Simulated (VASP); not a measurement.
Band structure of Ca2Si (space group Fm-3m). Computed with PBEsol GGA, VASP's PBE PAW potentials (set 64) (plane waves; VASP).

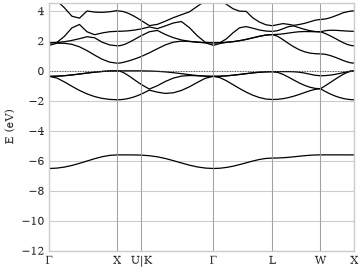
Fig. 1. Bands along high-symmetry lines, zero at the valence-band maximum or, without a gap, the Fermi level

Question: Read the plot: is there a gap, and where are the band edges?

Answer: The gap is direct, 0.51 eV, from the valence maximum at X to the conduction minimum at X.

The structure comes from a computed database's Ca2Si entry (Fm-3m); how it stands against other phases isn't given here. The cell was not relaxed at this level.
